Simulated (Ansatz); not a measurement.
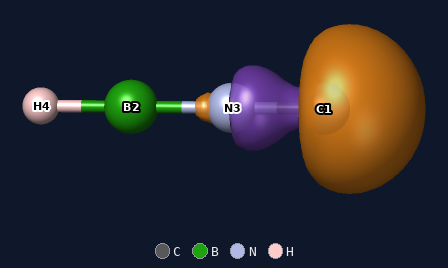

Figure. CHBN (charge +1). One frontier orbital at ±0.2 Å⁻³ᐟ² (orange and purple are the two phases), seen from one side.

Geometry: PBE0-D3(BJ)/def2-SVP.

Theory: isolated molecule in a Gaussian basis; Kohn-Sham density functional theory, functional PBE0 in Ansatz.

```csv
atom,x (Å),y (Å),z (Å)
C,0.0000,0.0000,-1.8704
B,0.0000,0.0000,0.6679
N,0.0000,0.0000,-0.6532
H,0.0000,0.0000,1.8557
```

Which orbital is it: HOMO or LUMO?

The HOMO, at −16.72 eV. By Hirshfeld shares it lies mainly on C1 (about 90 %) and N3 (about 10 %); it is of σ type.
